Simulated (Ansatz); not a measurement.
# C₂H₂AlN (SMILES [CH2]1[C]2=[N][Al]12): what the fields show

Input file:

```
crystal:
  periodic: [false, false, false]
  atoms:
    - {symbol: C, position_ang: [-0.982479, -1.814282, 0.495624]}
    - {symbol: C, position_ang: [0.208002, -1.636824, 1.189716]}
    - {symbol: Al, position_ang: [-1.265304, 0.077897, 1.497677]}
    - {symbol: N, position_ang: [-2.075828, -1.454540, 0.173513]}
    - {symbol: H, position_ang: [0.382739, -2.291628, 2.050970]}
    - {symbol: H, position_ang: [1.100812, -1.413192, 0.594785]}
basis:
  gaussian:
    orbitals: def2-TZVPD
hamiltonian:
  xc: {name: PBE0}
output: {forces: true, orbitals: {seedname: orbitals}}
```

Launched as:

```sh
ansatz run input.yaml --threads 2 --pin off --max-ram 4350MiB --events-out events.jsonl --progress --plain --runs-dir runs
```

Geometry: PBE0-D3(BJ)/def2-SVP.

Method: Ansatz, isolated molecule in a Gaussian basis; Kohn-Sham density functional theory, functional PBE0.

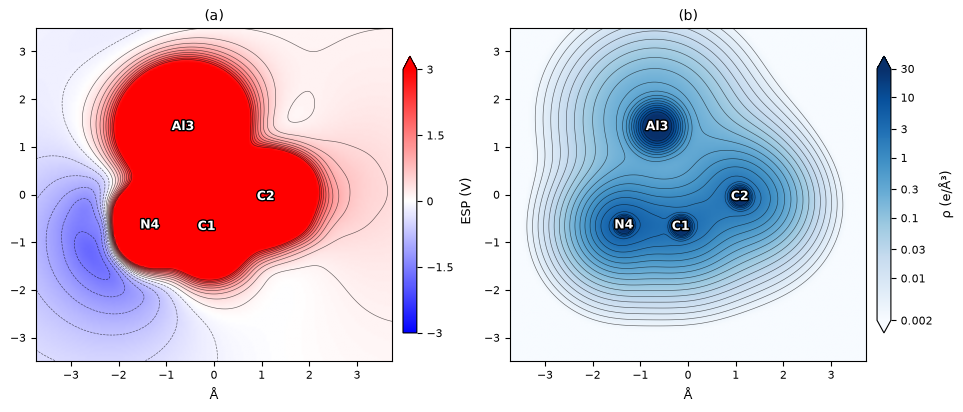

Figure 1. (a) molecular electrostatic potential; (b) electron density on the plane of atoms C2, C1 and N4.

Question: What do the fields say about this system?

Answer:
- Atoms in the plane: C, Al and N.
- C–N (1.20 Å): the density is about 3.4 e/Å³ at the midpoint.
- C–C (1.39 Å): the density is about 2 e/Å³ at the midpoint.
- C–Al (2.16 Å): ρ is about 0.36 e/Å³ halfway.
- Al–N (2.18 Å): the density is about 0.4 e/Å³ at the midpoint.
- C–Al (2.28 Å): ρ at the midpoint is about 0.41 e/Å³.
- Outside the dense part of the molecule the potential is most negative (−1.8 V) near N4.

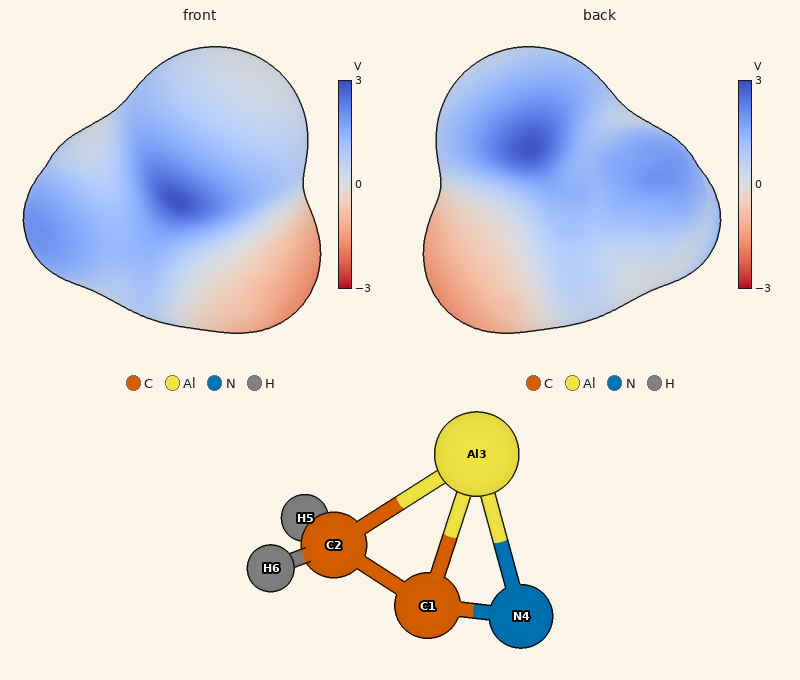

Figure 2. The molecular electrostatic potential painted on the density surface at 0.004 e/bohr³, seen from the front and from behind; the colour scale runs from red (negative) to blue (positive). The bare structure is drawn below in the same view.

Question: Which sites attract a positive test charge, and which a negative one?

Answer: A positive charge is drawn to the negative regions and a negative charge to the positive ones. The most negative region (about −1.7 V) lies over N4, the most positive (about +2.8 V) over Al3. N4 is the likeliest acceptor of a hydrogen bond.

Question: What dipole moment does the calculation give?

Answer: Its dipole moment is 2.39 D.

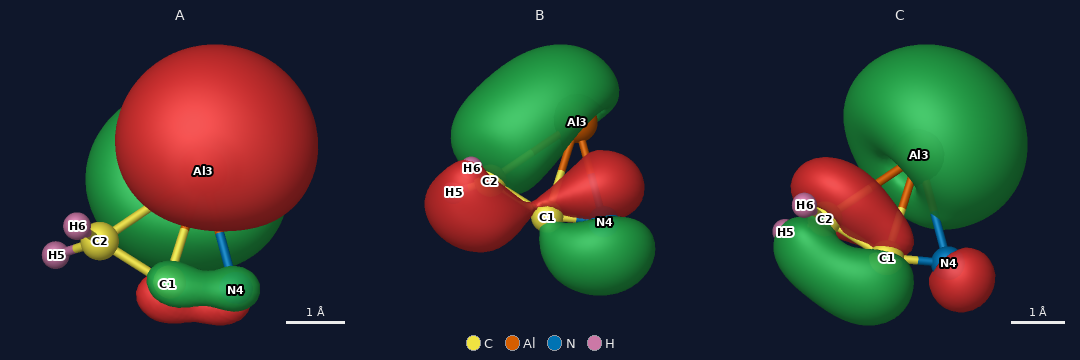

Figure 3. Three frontier orbitals at ±0.08 Å⁻³ᐟ² (green and red are the two phases), in no order.

Question: Which picture is the HOMO−1, the HOMO and the LUMO?

Answer: B is the HOMO−1 (−7.83 eV). By Hirshfeld shares it lies mainly on C2 (about 30 %), N4 (about 30 %), Al3 (about 30 %) and C1 (about 10 %). C is the HOMO (−6.57 eV). Its weight (Hirshfeld) is mainly on Al3 (about 70 %), C2 (about 10 %) and C1 (about 10 %). A is the LUMO (−1.49 eV). Its weight (Hirshfeld) is mainly on Al3 (about 85 %).

Question: What is the HOMO–LUMO gap?

Answer: 5.08 eV between the orbital energies.

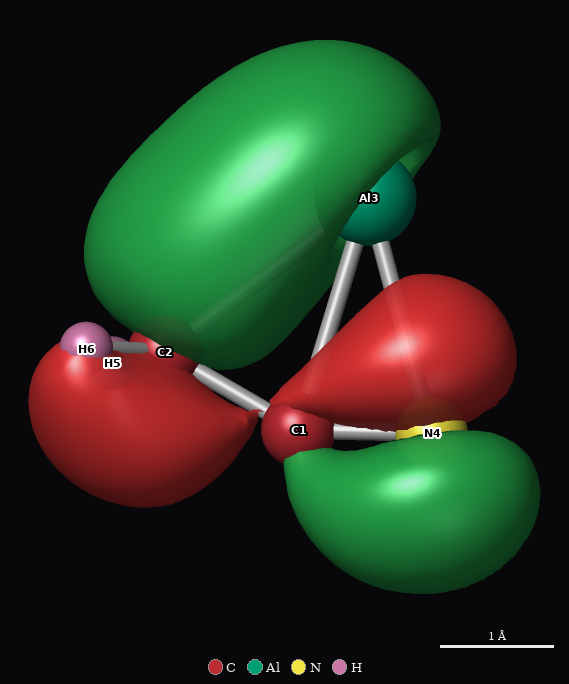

Figure 4. The HOMO−1 at ±0.1 Å⁻³ᐟ² (green and red are the two phases), seen across its widest extent.

Question: Describe this orbital and give its energy.

Answer: Its weight (Hirshfeld) is mainly on C2 (about 30 %), N4 (about 30 %), Al3 (about 30 %) and C1 (about 10 %). Its energy is −7.83 eV.
